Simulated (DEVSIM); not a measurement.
System: Cr/Al2O3/n-Ge capacitor, at 300 K.

| layer (left to right) | material | thickness (nm) | Nd (cm⁻³) |
|---|---|---|---|
| 1 | Al2O3 | 4.20 | - |
| 2 | Ge | 2900 | 2.1e15 |

Metal gate on the left, work function 4.5 eV. Fixed charge at the semiconductor interface 1.9e11 cm⁻² (in units of +e); no interface traps.

This is a model device: material constants are rounded textbook-type values typed into the input, and sizes, dopings and lifetimes were drawn at random. Values at 300 K.

| parameter | Al2O3 | Ge |
|---|---|---|
| gap (eV) | 6.8 | 0.664 |
| affinity (eV) | 1.35 | 4 |
| permittivity | 9 | 16 |
| Nc (cm⁻³) | - | 1.04e19 |
| Nv (cm⁻³) | - | 6e18 |

Model (solved in DEVSIM): 1D Poisson equation in equilibrium, Boltzmann statistics, complete ionisation; no quantum confinement or tunnelling. Metal contacts follow the ideal Schottky-Mott rule: no Fermi-level pinning, no interface dipoles.

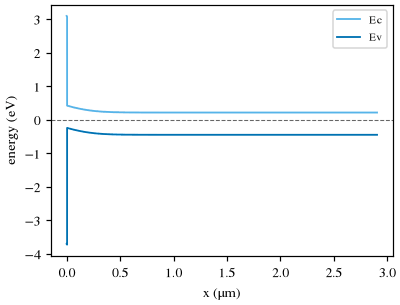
Figure. Band edges at 0.05 V on the gate

Energies count from the Fermi level of the right contact; mesh points crowd at the junctions.

| x (μm) | Ec (eV) | Ev (eV) | n (cm⁻³) | p (cm⁻³) | field (V/cm) |
|---|---|---|---|---|---|
| 0.000 | 3.100 | -3.700 | < 1e2 | < 1e2 | -55000 |
| 0.001031 | 3.094 | -3.706 | < 1e2 | < 1e2 | -55000 |
| 0.002374 | 3.087 | -3.713 | < 1e2 | < 1e2 | -55000 |
| 0.003576 | 3.080 | -3.720 | < 1e2 | < 1e2 | -55000 |
| 0.004969 | 0.426 | -0.238 | 7.2e11 | 6.1e14 | -9400 |
| 0.006969 | 0.424 | -0.240 | 7.8e11 | 5.6e14 | -9400 |
| 0.01132 | 0.420 | -0.244 | 9.1e11 | 4.8e14 | -9300 |
| 0.02516 | 0.408 | -0.256 | 1.5e12 | 3.0e14 | -8900 |
| 0.04963 | 0.387 | -0.277 | 3.3e12 | 1.3e14 | -8200 |
| 0.1012 | 0.348 | -0.316 | 1.5e13 | 2.9e13 | -7000 |
| 0.2099 | 0.286 | -0.378 | 1.7e14 | 2.6e12 | -4500 |
| 0.5555 | 0.223 | -0.441 | 1.8e15 | 2.4e11 | -330 |
| 1.167 | 0.220 | -0.444 | 2.1e15 | 2.1e11 | ≈ 0 |
| 2.032 | 0.220 | -0.444 | 2.1e15 | 2.1e11 | ≈ 0 |
| 2.579 | 0.220 | -0.444 | 2.1e15 | 2.1e11 | ≈ 0 |
| 2.745 | 0.220 | -0.444 | 2.1e15 | 2.1e11 | ≈ 0 |
| 2.829 | 0.220 | -0.444 | 2.1e15 | 2.1e11 | ≈ 0 |
| 2.869 | 0.220 | -0.444 | 2.1e15 | 2.1e11 | ≈ 0 |
| 2.892 | 0.220 | -0.444 | 2.1e15 | 2.1e11 | ≈ 0 |
| 2.899 | 0.220 | -0.444 | 2.1e15 | 2.1e11 | ≈ 0 |
| 2.902 | 0.220 | -0.444 | 2.1e15 | 2.1e11 | ≈ 0 |
| 2.904 | 0.220 | -0.444 | 2.1e15 | 2.1e11 | ≈ 0 |
